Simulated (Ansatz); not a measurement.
# Calculations on BNH₆O

## 1. Relaxation

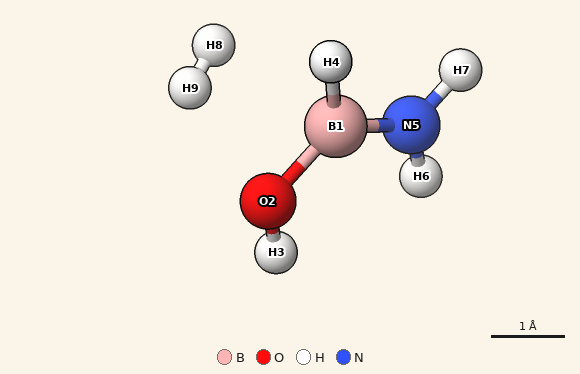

BNH$_{6}$O, before the relaxation. A ball-and-stick model, seen at a tilt.

The run prepares an end point of a later path (reaction) calculation, from a guessed geometry.

Level of theory: Ansatz 0.2.0, RKS B3LYP-D4/def2-SVP.

The input:
```yaml
crystal:
  periodic: [false, false, false]
  atoms:
    - { symbol: B, position_ang: [-0.10225, -0.143331, 0.045942] }
    - { symbol: O, position_ang: [-0.029428, -0.467355, 1.394757] }
    - { symbol: H, position_ang: [-0.882648, -0.67857, 1.7933] }
    - { symbol: H, position_ang: [0.941962, 0.093203, -0.50847] }
    - { symbol: "N", position_ang: [-1.295117, -0.151569, -0.69871] }
    - { symbol: H, position_ang: [-2.21473, -0.342122, -0.31404] }
    - { symbol: H, position_ang: [-1.308124, 0.060517, -1.68825] }
    - { symbol: H, position_ang: [-0.204746, 2.137893, 0.790839] }
    - { symbol: H, position_ang: [-0.06692, 1.752636, 1.380231] }
basis:
  gaussian: { orbitals: def2-SVP }
hamiltonian:
  xc: b3lyp
  dispersion: d4
relax:
  f_tol: 0.03
  max_steps: 50
```

Run as
```bash
ansatz run input.yaml --threads 1 --pin off --max-ram 2048MiB --backend cpu --events-out ev --progress --plain --runs-dir out
```

> Where does the relaxation end?

The atom that moves furthest after the best rigid fit is H8 (2.22 Å). By element the largest moves are H 2.22 Å, O 1.00 Å, N 0.75 Å, B 0.52 Å. Some distances before and after: H8–H9 0.717 → 0.763 Å, B1–O2 1.389 → 1.371 Å. Over 33 accepted moves (36 points after the start) the energy falls by 5.70 kcal/mol. The largest force component goes from 1.4 to 0.023 eV/Å. The line search rejected the trial steps at points 6, 11, 33 of the run.

History of the run:

```tsv
step	E − E(0), kcal/mol	largest force component, eV/Å	note
0	0.00	1.3667	
1	-3.21	0.3239	
2	-4.31	0.1414	
3	-4.74	0.1203	
4	-4.78	0.5869	
5	-5.04	0.3065	
6	-4.44	1.1687	rejected
7	-5.21	0.1303	
8	-5.26	0.3697	
9	-5.38	0.1442	
10	-5.46	0.1184	
11	-5.41	0.4164	rejected
13	-5.53	0.0887	
14	-5.57	0.1748	
15	-5.59	0.1281	
17	-5.64	0.0686	
18	-5.65	0.0738	
20	-5.66	0.0528	
21	-5.67	0.0385	
22	-5.68	0.0554	
24	-5.68	0.0355	
25	-5.68	0.0389	
26	-5.69	0.0369	
28	-5.69	0.0418	
29	-5.69	0.0524	
31	-5.70	0.0402	
32	-5.70	0.0318	
33	-5.68	0.1571	rejected
35	-5.70	0.0376	
36	-5.70	0.0234
```

The structure at the end:

```xyz
9

B    -0.3001   -0.1871   -0.4346
O    -0.2884    0.3176    0.8403
H    -1.1177    0.2070    1.3229
H     0.7189   -0.0737   -1.0731
N    -1.4149   -0.8156   -1.0212
H    -2.3098   -0.9548   -0.5650
H    -1.3855   -1.1777   -1.9658
H     0.5071    2.7508    2.8042
H     0.4284    2.1948    2.2879
```

After the run, drawn alike:

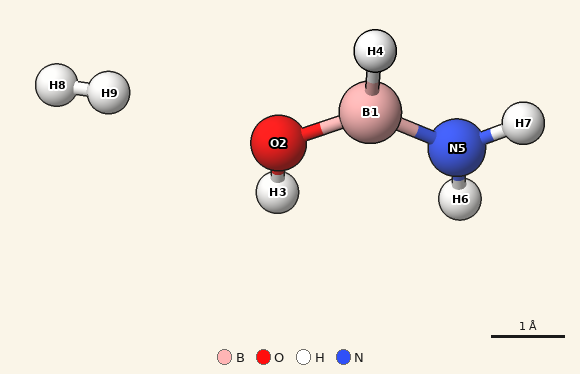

Limits of the set-up: the start holds two separate molecules, 2.2 Å apart at their closest, whose relative position is a soft coordinate.

## 2. Relaxation

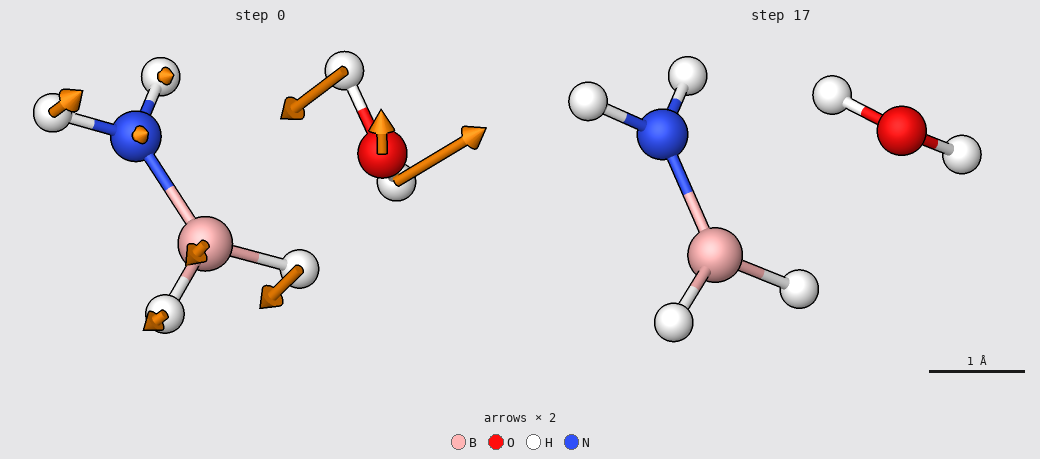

The structure of BNH6O before (left) and after (right) a relaxation, at one scale. The orange arrows give the displacements, magnified 2 times.

Style: ball-and-stick. Shown at a tilt.

The run prepares an end point of a later path (reaction) calculation, from a guessed geometry.

All numbers below come from Ansatz 0.2.0, RKS B3LYP-D4/def2-SVP.

Input
```yaml
crystal:
  periodic: [false, false, false]
  atoms:
    - { symbol: B, position_ang: [-0.032082, 0.387499, -0.416508] }
    - { symbol: O, position_ang: [-0.08581, 0.123202, 2.184429] }
    - { symbol: H, position_ang: [-1.001215, -0.176638, 2.096432] }
    - { symbol: H, position_ang: [0.864808, -0.402325, -0.542178] }
    - { symbol: "N", position_ang: [-1.324281, 0.036436, -0.808474] }
    - { symbol: H, position_ang: [-1.550647, -0.881238, -1.17389] }
    - { symbol: H, position_ang: [-2.112399, 0.672819, -0.796376] }
    - { symbol: H, position_ang: [0.172554, 1.513975, -0.057746] }
    - { symbol: H, position_ang: [-0.092929, 0.987569, 1.709911] }
basis:
  gaussian: { orbitals: def2-SVP }
hamiltonian:
  xc: b3lyp
  dispersion: d4
relax:
  f_tol: 0.03
  max_steps: 50
```

Command:
```bash
ansatz run input.yaml --threads 1 --pin off --max-ram 2048MiB --backend cpu --events-out ev --progress --plain --runs-dir out
```

### What changed between the two?

The largest move after the best rigid fit is that of H9, 0.64 Å. By element the largest moves are H 0.64 Å, O 0.25 Å, B 0.19 Å, N 0.11 Å. Near-neighbour distances that change, for instance: O2–H9 0.986 → 0.967 Å, B1–H8 1.200 → 1.207 Å. After 11 accepted moves (17 points after the start) the energy has fallen by 1.70 kcal/mol. Largest force component: 0.73 eV/Å at the start, 0.0098 eV/Å at the end. The line search rejected the trial steps at points 2, 7, 11, 12, 14, 16 of the run. The forces were under the threshold at step 10, but the run went on from there.

## 3. Path

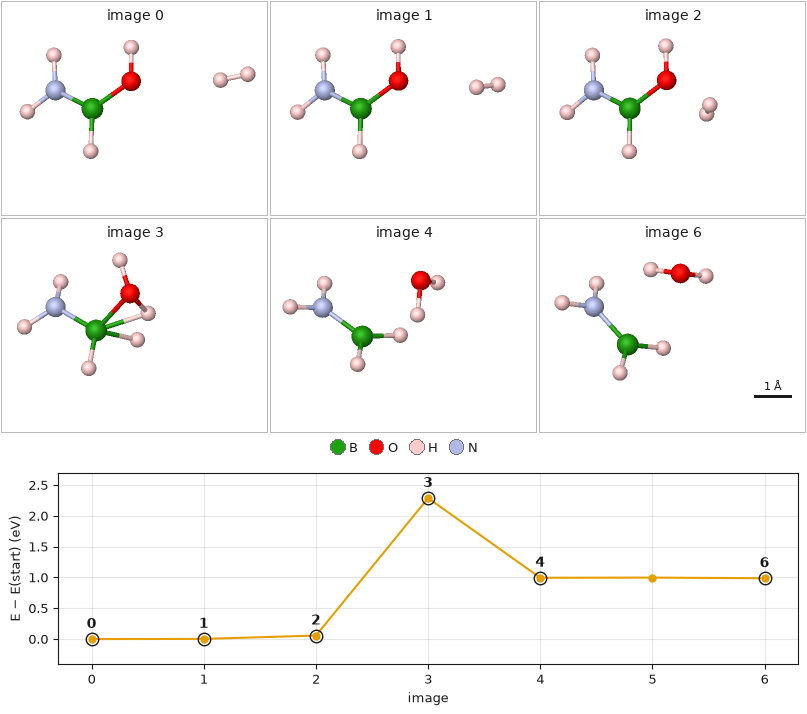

NEB run on BNH6O, made up at the start of BNH4O and H2. Images are numbered from 0 (start) to 6 (end). The picture is a ball-and-stick view, seen at a tilt.

These are results of RKS B3LYP-D4/def2-SVP in Ansatz 0.2.0, not measurements. Run with 5 movable images; climbing image; force threshold 0.05 eV/Å; iteration limit 60; starting path through a guess of the saddle point.

Question: Describe the mechanism and the energy profile.

Answer: The energy climbs by 2.29 eV to image 3 and then falls by 1.30 eV, so the end point sits at +0.99 eV. Breaking: B–O (1.37 → 2.93 Å), H–H (0.76 → 2.85 Å). Forming: B–H (4.45 → 1.21 Å), H–O (2.48 → 0.97 Å). The band converged in 45 iterations, with a climbing image at the top. At the top, the vibrational analysis gives one imaginary mode (1424i cm⁻¹), as a transition state must have.

Limits of the set-up: the start holds two separate molecules, 2.5 Å apart at their closest, whose relative position is a soft coordinate.
